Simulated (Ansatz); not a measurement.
## A computed series for Al: response to strain

The parent structure is Al in the fcc (Cu type) structure (space group Fm-3m, No. 225; a = 3.992 Å; relaxed with 0.1 eV smearing). Axes: x, y, z lie along the cube axes.

Strains are applied to the cell and any free atomic positions relax; under biaxial strain the out-of-plane vector relaxes too.

Level of theory: Ansatz (an electronic-structure program) r2SCAN, no spin-orbit coupling, earlier PAW set.

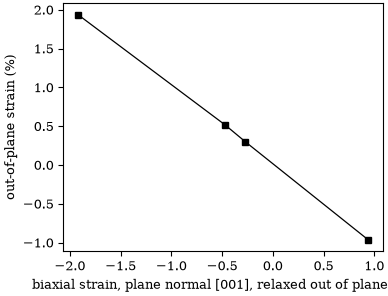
*Out-of-plane strain against biaxial strain, plane normal [001], relaxed out of plane*

| biaxial strain, plane normal [001], relaxed out of plane (%) | out-of-plane strain |
|---|---|
| -1.92 | +1.94 % |
| -0.47 | +0.52 % |
| -0.27 | +0.30 % |
| 0.94 | -0.96 % |

Whether these cells are dynamically stable was not tested.
